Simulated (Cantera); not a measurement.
Charge: 1 mol AlN, 0.14 mol N2, held at 110 Pa.

These are equilibrium values from Cantera (NASA tables, ideal gas, pure condensed phases), not measurements of a reactor. Candidate condensed phases: Al, AlN; 5 gas species. Rates play no part.

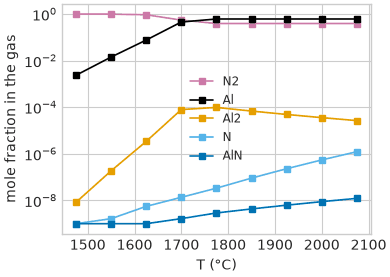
Figure. Equilibrium gas composition (values under 1e-9 drawn at 1e-9)

Read off the mole fractions at 2000 °C.

Al about 0.61, N2 about 0.39, Al2 about 3.6e-5, N about 5.5e-7.
